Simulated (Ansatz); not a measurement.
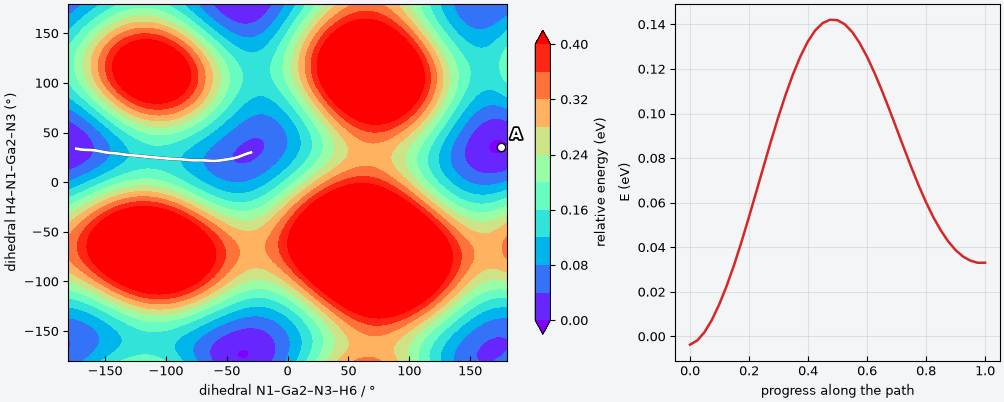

GaH4N2, SMILES [NH2][Ga][NH2], spin multiplicity 2. 
- The first coordinate is: dihedral N1–Ga2–N3–H6; the second: dihedral H4–N1–Ga2–N3.
- Nothing is relaxed (all other coordinates rigid).
- Grid: 18 × 18 points.
- Energies: eV, counted from the lowest grid point.
- Method: UKS PBE0-D4/def2-SVP (Ansatz).

Drawn: filled contours, a line along the lowest path, one colour for all values above the top of the scale, the energy along the path at the right, the start A. Between grid points the surface is interpolated.

> Describe the path and its barrier.

The easiest path leads from the well at about dihedral N1–Ga2–N3–H6 = 175°, dihedral H4–N1–Ga2–N3 = 35° to the well at about dihedral N1–Ga2–N3–H6 = −30°, dihedral H4–N1–Ga2–N3 = 30°, about 0.037 eV higher. Its highest point lies about 0.15 eV above the bottom of the first well on the interpolated surface, at about dihedral N1–Ga2–N3–H6 = −110°, dihedral H4–N1–Ga2–N3 = 25°. Seen from the upper well the barrier is about 0.11 eV. The start is the relaxed structure and all else is held, so a fully relaxed path at this level can only be lower.
